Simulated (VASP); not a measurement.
# SrMoO4: structure and properties in VASP

How well does PBEsol reproduce what experiment finds for SrMoO4? The cell is relaxed first, and properties follow on it. The steps: relaxing cell and atoms (PBEsol), second relaxation, density, ELF and potential (PBEsol), bands along the symmetry lines (PBEsol), total and projected DOS (PBEsol), volume scan with PBEsol, fit for PBEsol, response to an electric field (PBEsol), optical spectrum (PBEsol) and self-consistent run (PBEsol), changed input. The start is a cell from a database of measured crystal structures.

Program: VASP 6.6.1. Level of theory: PBEsol; plane waves and PAW (Sr_sv, Mo_sv, O). Results are calculated unless marked as measured.

The experiments to compare with:

For SrMoO4, scheelite (powder ground from Czochralski-grown single crystal), “High-pressure x-ray diffraction study of SrMoO4 and pressure-induced structural changes” (2007, arxiv:0708.0028) gives, by laboratory powder x-ray diffraction, Cu K-alpha: lattice constant a (a of tetragonal cell) 5.394 ± 0.005 Å; lattice constant c (c of tetragonal cell) 12.019 ± 0.009 Å.

**1. The structure**

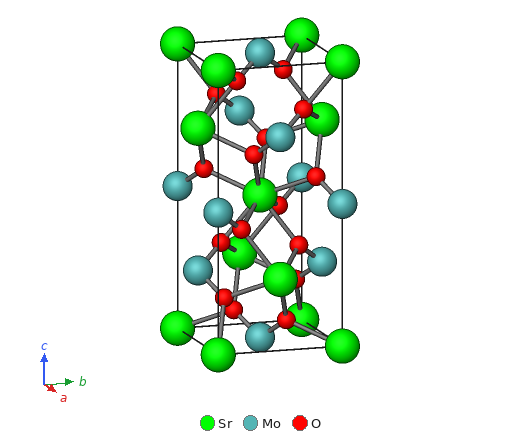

The starting structure, seen slightly off an axis (strontium green, molybdenum teal, oxygen red). This picture shows the conventional cell, with its axes. Some periodic images of atoms are drawn too.

Coordinates:

```xyz
12
Lattice="-5.4026 0.0000 0.0000 0.0000 5.4026 0.0000 2.7013 -2.7013 -6.0206" Properties=species:S:1:pos:R:3 pbc="T T T"
Sr   -2.7013    0.0000   -3.0103
Sr    0.0000    0.0000    0.0000
Mo    0.0000    2.7013   -3.0103
Mo   -2.7013    2.7013    0.0000
O     1.2523    1.9643   -3.9579
O    -1.9643    3.9537   -0.9476
O    -1.2523    3.4383   -3.9579
O    -3.4383    1.4490   -0.9476
O    -1.2523    0.7370   -5.0729
O    -0.7370    1.4490   -2.0626
O     1.2523   -0.7370   -5.0729
O     0.7370    3.9537   -2.0626
```

**2. Relaxing cell and atoms (PBEsol)**

The start need not lie at this functional's minimum. ISIF = 3 frees volume, shape and positions, and EDIFFG sets the threshold on forces and stress at which the search stops. PBEsol restores the gradient expansion of exchange and is tuned for the cells of solids.

Contents of INCAR:

```
SYSTEM = SrMoO4
PREC = Accurate
ENCUT = 520
EDIFF = 1E-06
NELM = 100
ISMEAR = 0
SIGMA = 0.05
LREAL = .FALSE.
ALGO = Normal
GGA = PS
NBANDS = 60
LASPH = .TRUE.
LORBIT = 11
LWAVE = .FALSE.
LCHARG = .FALSE.
KPAR = 8
IBRION = 2
NSW = 60
ISIF = 3
EDIFFG = -0.01
```

Contents of POSCAR:

```
SrMoO4
1.0
   -5.4026470000      0.0000000000      0.0000000000
    0.0000000000      5.4026470000      0.0000000000
    2.7013235000     -2.7013235000     -6.0205600000
Sr Mo O
2 2 8
Direct
    0.7500000000      0.2500000000      0.5000000000
    0.0000000000      0.0000000000      0.0000000000
    0.2500000000      0.7500000000      0.5000000000
    0.5000000000      0.5000000000      0.0000000000
    0.0969000000      0.6922900000      0.6574000000
    0.4422900000      0.8105000000      0.1574000000
    0.5605000000      0.9651100000      0.6574000000
    0.7151100000      0.3469000000      0.1574000000
    0.6531000000      0.5577100000      0.8426000000
    0.3077100000      0.4395000000      0.3426000000
    0.1895000000      0.2848900000      0.8426000000
    0.0348900000      0.9031000000      0.3426000000
```

Contents of KPOINTS:

```
Automatic mesh
0
Gamma
6 6 6
0 0 0
```

Potentials, in the order of the species: Sr_sv, Mo_sv and O (PBE family, release 64).

The run is started by

```
mpirun -np 8 vasp_std
```

Log:

```text
[banner, memory and clock lines left out]
running    8 mpi-ranks, on    1 nodes
 distrk:  each k-point on    1 cores,    8 groups
 distr:  one band on    1 cores,    1 groups

 POSCAR found type information on POSCAR SrMoO
 POSCAR found :  3 types and      12 ions
|                                                                             |
|           W    W    AA    RRRRR   N    N  II  N    N   GGGG   !!!           |
|           W    W   A  A   R    R  NN   N  II  NN   N  G    G  !!!           |
|           W    W  A    A  R    R  N N  N  II  N N  N  G       !!!           |
|           W WW W  AAAAAA  RRRRR   N  N N  II  N  N N  G  GGG   !            |
|           WW  WW  A    A  R   R   N   NN  II  N   NN  G    G                |
|           W    W  A    A  R    R  N    N  II  N    N   GGGG   !!!           |
|                                                                             |
|     For optimal performance we recommend to set                             |
|       NCORE = 2 up to number-of-cores-per-socket                            |
|     NCORE specifies how many cores store one orbital (NPAR=cpu/NCORE).      |
|     This setting can greatly improve the performance of VASP for DFT.       |
|     The default, NCORE=1 might be grossly inefficient on modern             |
|     multi-core architectures or massively parallel machines. Do your        |
|     Unfortunately you need to use the default for GW and RPA                |
|     calculations (for HF NCORE is supported but not extensively tested      |
|     yet).                                                                   |
|                                                                             |

|                                                                             |
|               ----> ADVICE to this user running VASP <----                  |
|                                                                             |
|     You enforced a specific xc type in the INCAR file but a different       |
|     [... a line on the potential file left out ...]
|     I HOPE YOU KNOW WHAT YOU ARE DOING!                                     |
|                                                                             |

 LDA part: xc-table for (Slater+PW92), standard interpolation
 POSCAR, INCAR and KPOINTS ok, starting setup
 FFT: planning ... GRIDC
 FFT: planning ... GRID_SOFT
 FFT: planning ... GRID
 WAVECAR not read
 entering main loop
       N       E                     dE             d eps       ncg     rms          rms(c)
DAV:   1     0.836742300753E+03    0.83674E+03   -0.55350E+04  4336   0.157E+03
DAV:   2    -0.659622951553E+02   -0.90270E+03   -0.87619E+03  5308   0.409E+02
DAV:   3    -0.118534289129E+03   -0.52572E+02   -0.52273E+02  5740   0.997E+01
DAV:   4    -0.119963631855E+03   -0.14293E+01   -0.14271E+01  6432   0.145E+01
DAV:   5    -0.119994771852E+03   -0.31140E-01   -0.31132E-01  5712   0.204E+00    0.103E+02
DAV:   6    -0.101393853143E+03    0.18601E+02   -0.12075E+02  4964   0.541E+01    0.217E+01
DAV:   7    -0.100431888260E+03    0.96196E+00   -0.30452E+01  4820   0.280E+01    0.300E+01
DAV:   8    -0.996478695814E+02    0.78402E+00   -0.25802E+00  4972   0.102E+01    0.138E+00
DAV:   9    -0.996528649595E+02   -0.49954E-02   -0.20595E-01  5660   0.184E+00    0.666E-01
DAV:  10    -0.996566824070E+02   -0.38174E-02   -0.19985E-02  6192   0.668E-01    0.241E-01
DAV:  11    -0.996569931235E+02   -0.31072E-03   -0.25279E-03  5220   0.260E-01    0.103E-01
DAV:  12    -0.996572047147E+02   -0.21159E-03   -0.40284E-04  5796   0.907E-02    0.444E-02
DAV:  13    -0.996572151630E+02   -0.10448E-04   -0.26178E-05  5500   0.209E-02    0.143E-02
DAV:  14    -0.996572201685E+02   -0.50055E-05   -0.96123E-06  4924   0.122E-02    0.115E-02
DAV:  15    -0.996572202487E+02   -0.80159E-07   -0.28932E-06  4232   0.870E-03
   1 F= -.99657220E+02 E0= -.99657220E+02  d E =-.996572E+02
 curvature:   0.00 expect dE= 0.000E+00 dE for cont linesearch  0.000E+00
 trial: gam= 0.00000 g(F)=  0.188E+01 g(S)=  0.686E+00 ort = 0.000E+00 (trialstep = 0.100E+01)
 search vector abs. value=  0.257E+01
 bond charge predicted
       N       E                     dE             d eps       ncg     rms          rms(c)
DAV:   1    -0.100922805407E+03   -0.12656E+01   -0.62664E+02  4336   0.128E+02    0.446E+01
DAV:   2    -0.991247419272E+02    0.17981E+01   -0.17946E+01  4660   0.227E+01    0.187E+01
DAV:   3    -0.991421038520E+02   -0.17362E-01   -0.87940E+00  4792   0.129E+01    0.151E+01
DAV:   4    -0.978611151804E+02    0.12810E+01   -0.22027E+00  4792   0.944E+00    0.406E+00
DAV:   5    -0.978578711775E+02    0.32440E-02   -0.79099E-01  5104   0.336E+00    0.306E+00
DAV:   6    -0.978746408033E+02   -0.16770E-01   -0.79785E-02  6420   0.775E-01    0.145E+00
DAV:   7    -0.978609932180E+02    0.13648E-01   -0.83302E-02  4856   0.109E+00    0.301E-01
DAV:   8    -0.978612177849E+02   -0.22457E-03   -0.59571E-03  6224   0.275E-01    0.897E-02
DAV:   9    -0.978611954604E+02    0.22324E-04   -0.52582E-04  5556   0.930E-02    0.659E-02
DAV:  10    -0.978611933076E+02    0.21528E-05   -0.51087E-05  5508   0.300E-02    0.139E-02
DAV:  11    -0.978611906954E+02    0.26122E-05   -0.11690E-05  4904   0.135E-02    0.899E-03
DAV:  12    -0.978611909811E+02   -0.28571E-06   -0.13311E-06  2880   0.474E-03
   2 F= -.97861191E+02 E0= -.97861191E+02  d E =0.179603E+01
[... from here on, the cycles between the ionic steps are left out ...]
   3 F= -.99980014E+02 E0= -.99980014E+02  d E =-.322794E+00
   4 F= -.99981130E+02 E0= -.99981130E+02  d E =-.323910E+00
   5 F= -.99981114E+02 E0= -.99981114E+02  d E =-.323894E+00
   6 F= -.10002497E+03 E0= -.10002497E+03  d E =-.438541E-01
   7 F= -.10004042E+03 E0= -.10004042E+03  d E =-.593020E-01
   8 F= -.10004043E+03 E0= -.10004043E+03  d E =-.593176E-01
   9 F= -.10003848E+03 E0= -.10003848E+03  d E =0.195238E-02
  10 F= -.10004126E+03 E0= -.10004126E+03  d E =-.829197E-03
  11 F= -.10004222E+03 E0= -.10004222E+03  d E =-.959063E-03
  12 F= -.10004370E+03 E0= -.10004370E+03  d E =-.244162E-02
  13 F= -.10004375E+03 E0= -.10004375E+03  d E =-.248937E-02
  14 F= -.10004396E+03 E0= -.10004396E+03  d E =-.212311E-03
  15 F= -.10004398E+03 E0= -.10004398E+03  d E =-.233763E-03
  16 F= -.10004385E+03 E0= -.10004385E+03  d E =0.130425E-03
 trial-energy change:    0.000130  1 .order    0.000131   -0.000139    0.000401
 step:   0.4328(harm=  0.4328)  dis= 0.00023  next Energy=  -100.044002 (dE=-0.180E-04)
 bond charge predicted
       N       E                     dE             d eps       ncg     rms          rms(c)
DAV:   1    -0.100044323530E+03   -0.47034E-03   -0.42604E-02  4320   0.106E+00    0.371E-01
DAV:   2    -0.100044074307E+03    0.24922E-03   -0.12167E-03  4348   0.185E-01    0.109E-01
DAV:   3    -0.100044018197E+03    0.56110E-04   -0.25024E-04  5156   0.682E-02    0.480E-02
DAV:   4    -0.100044006080E+03    0.12116E-04   -0.31663E-05  4980   0.341E-02    0.176E-02
DAV:   5    -0.100044003836E+03    0.22437E-05   -0.94374E-06  5588   0.126E-02    0.152E-02
DAV:   6    -0.100044003166E+03    0.67089E-06   -0.19103E-06  3188   0.553E-03
  17 F= -.10004400E+03 E0= -.10004400E+03  d E =-.192951E-04
 curvature:  -0.31 expect dE=-0.130E-04 dE for cont linesearch -0.324E-08
 trial: gam= 0.49101 g(F)=  0.380E-04 g(S)=  0.421E-05 ort = 0.111E-05 (trialstep = 0.143E+01)
 search vector abs. value=  0.718E-04
 reached required accuracy - stopping structural energy minimisation
```

Wall time 9.5 min (8 MPI ranks of Intel Xeon Platinum 8259CL at 2.50GHz (Skylake/Cascade Lake), shared host); peak memory 4.5 GiB.

Lines that name or quote the potential files are left out of all logs, and their timing lines are given in words.

From OUTCAR (step 2):

```text
ion  position               nearest neighbor table
   1  0.750  0.250  0.500-   5 2.62  12 2.62  10 2.62   7 2.62   8 2.63   9 2.63  11 2.63   6 2.63
                             3 3.82   3 3.82   3 3.82   3 3.82   4 4.04   2 4.04   4 4.04   2 4.04
   2  0.000  0.000  0.000-   8 2.62   9 2.62   6 2.62  11 2.62   5 2.63  12 2.63   7 2.63  10 2.63
                             4 3.82   4 3.82   4 3.82   4 3.82   1 4.04   1 4.04   3 4.04   3 4.04
   3  0.250  0.750  0.500-   7 1.73  10 1.73   5 1.73  12 1.73   1 3.82   1 3.82   1 3.82   1 3.82
                             2 4.04   2 4.04   2 4.04   2 4.04
   4  0.500  0.500  0.000-   6 1.73  11 1.73   9 1.73   8 1.73   2 3.82   2 3.82   2 3.82   2 3.82
                             1 4.04   1 4.04   1 4.04   1 4.04
   5  0.097  0.692  0.657-   3 1.73   1 2.62   2 2.63
   6  0.442  0.810  0.157-   4 1.73   2 2.62   1 2.63
   7  0.560  0.965  0.657-   3 1.73   1 2.62   2 2.63
   8  0.715  0.347  0.157-   4 1.73   2 2.62   1 2.63
   9  0.653  0.558  0.843-   4 1.73   2 2.62   1 2.63
  10  0.308  0.440  0.343-   3 1.73   1 2.62   2 2.63
  11  0.190  0.285  0.843-   4 1.73   2 2.62   1 2.63
  12  0.035  0.903  0.343-   3 1.73   1 2.62   2 2.63

  LATTYP: Found a body centered tetragonal cell.
 ALAT       =     5.4026470000
 C/A-ratio  =     2.2287445395

 Subroutine GETGRP returns: Found  8 space group operations
 (whereof  4 operations were pure point group operations)

The static configuration has the point symmetry S_4 .
 The point group associated with its full space group is C_4h.

 Found     36 irreducible k-points:

   k-points           NKPTS =     36   k-points in BZ     NKDIM =     36   number of bands    NBANDS=     60

   dimension x,y,z NGX =    40 NGY =   40 NGZ =   54
   dimension x,y,z NGXF=    80 NGYF=   80 NGZF=  108

   ENCUT  =  520.0 eV  38.22 Ry    6.18 a.u.  10.05 10.05 13.26*2*pi/ulx,y,z

   NELECT =      96.0000    total number of electrons

 k-points in reciprocal lattice and weights: Automatic mesh
   0.00000000  0.00000000  0.00000000       0.005
   0.16666667  0.00000000  0.00000000       0.037
   0.33333333  0.00000000 -0.00000000       0.037
   0.50000000  0.00000000 -0.00000000       0.019
   0.16666667  0.16666667  0.00000000       0.037
   0.33333333  0.16666667 -0.00000000       0.037
   0.16666667  0.33333333  0.50000000       0.037
   0.50000000  0.16666667  0.00000000       0.037
   0.16666667  0.50000000  0.33333333       0.037
[...]
0.16666667  0.16666667  0.33333333       0.019
   0.00000000  0.00000000  0.50000000       0.005

 average (electrostatic) potential at core
       1 -35.7190       2 -35.7190       3 -79.5540       4 -79.5540       5 -71.7734
       6 -71.7734       7 -71.7734       8 -71.7734       9 -71.7734      10 -71.7734
      11 -71.7734      12 -71.7734

 E-fermi :   1.7798

 k-point     1 :       0.0000    0.0000    0.0000
  band No.  band energies     occupation
    ...
     44       0.6818      2.00000
     45       0.8563      2.00000
     46       1.2695      2.00000
     47       1.5765      2.00000
     48       1.5765      2.00000
     49       5.2753      0.00000
     50       5.5972      0.00000
     51       5.9156      0.00000
     52       5.9471      0.00000
     53       7.2719      0.00000
    ...

 k-point     2 :       0.1667    0.0000    0.0000
  band No.  band energies     occupation
    ...
     44       0.7787      2.00000
     45       0.8581      2.00000
     46       1.2818      2.00000
     47       1.4958      2.00000
     48       1.5107      2.00000
     49       5.3557      0.00000
     50       5.6286      0.00000
     51       5.8735      0.00000
     52       5.9730      0.00000
     53       7.2688      0.00000
    ...

 k-point     3 :       0.3333    0.0000   -0.0000
  band No.  band energies     occupation
    ...
     44       0.9618      2.00000
     45       0.9881      2.00000
     46       1.1810      2.00000
     47       1.3454      2.00000
     48       1.4245      2.00000
     49       5.5299      0.00000
     50       5.7222      0.00000
     51       5.7917      0.00000
     52       5.9791      0.00000
     53       7.2169      0.00000
    ...

  Total       -0.0021843     -0.0021843      0.0322019      0.0000000     -0.0000000      0.0000000
  in kB       -0.0202241     -0.0202241      0.2981519      0.0000001     -0.0000000      0.0000000
  external PRESSURE =       0.0859012 kB  Pullay stress =       0.0000000 kB

  energy-cutoff  :      520.00
  volume of cell :      173.04
      direct lattice vectors                 reciprocal lattice vectors
    -5.390402666  0.000000000  0.000000000    -0.185514898  0.000000000 -0.083957267
     0.000000000  5.390402666 -0.000000000     0.000000000  0.185514898 -0.083957267
     2.695201333 -2.695201333 -5.955410606    -0.000000000 -0.000000000 -0.167914535

 POSITION                                       TOTAL-FORCE (eV/Angst)
 -----------------------------------------------------------------------------------
     -2.69520      0.00000     -2.97771         0.000000      0.000000      0.000000
     -0.00000      0.00000     -0.00000         0.000000      0.000000      0.000000
      0.00000      2.69520     -2.97771         0.000000      0.000000      0.000000
     -2.69520      2.69520     -0.00000         0.000000      0.000000      0.000000
      1.27836      1.94485     -3.95773         0.000977     -0.009278     -0.003370
     -1.94485      3.97356     -0.98003         0.009278      0.000977     -0.003370
     -1.27836      3.44555     -3.95773        -0.000977      0.009278     -0.003370
     -3.44555      1.41684     -0.98003        -0.009278     -0.000977     -0.003370
     -1.27836      0.75035     -4.97538        -0.000977      0.009278      0.003370
     -0.75035      1.41684     -1.99768        -0.009278     -0.000977      0.003370
      1.27836     -0.75035     -4.97538         0.000977     -0.009278      0.003370
      0.75035      3.97356     -1.99768         0.009278      0.000977      0.003370
 -----------------------------------------------------------------------------------
    total drift:                               -0.000000      0.000000      0.000000

  FREE ENERGIE OF THE ION-ELECTRON SYSTEM (eV)
  ---------------------------------------------------
  free  energy   TOTEN  =      -100.0440031655 eV

  energy  without entropy=     -100.0440031655  energy(sigma->0) =     -100.04400317

 reached required accuracy - stopping structural energy minimisation

 total charge
# of ion       s       p       d       tot
------------------------------------------
    1        1.998   5.768   0.192   7.958
    2        1.998   5.768   0.192   7.958
    3        2.465   6.365   4.048  12.878
    4        2.465   6.365   4.048  12.878
    5        1.577   3.438   0.000   5.015
    6        1.577   3.438   0.000   5.015
    7        1.577   3.438   0.000   5.015
    8        1.577   3.438   0.000   5.015
    9        1.577   3.438   0.000   5.015
   10        1.577   3.438   0.000   5.015
   11        1.577   3.438   0.000   5.015
   12        1.577   3.438   0.000   5.015
--------------------------------------------------
tot         21.538  51.774   8.479  81.792

[... 3 further parts left out ...]
```

The gap is read on the k-mesh alone, so it is an upper bound where the band edges lie off the mesh. The PAW data sets were made with PBE, which is usual practice but a small mismatch for other functionals. The run keeps the 8 symmetry operations of its start, so it cannot find a distortion of lower symmetry.

[end of part 1 of 7]

[Lines on the potential files, build, host, timing and source positions are cut from VASP's logs without a mark.]

[Logs are printed without paths, hosts, clocks, repeated set-up lines and the standing remarks that a program may print on its own settings, such as how far it seeks lower states.]

[Hosts, paths, dates, database ids (printed as entryN), source tags and the programs' standing remarks are cut or masked in the printed files.]

[A measured line is paired with the nearest computed mode of its activity, which favours agreement.]
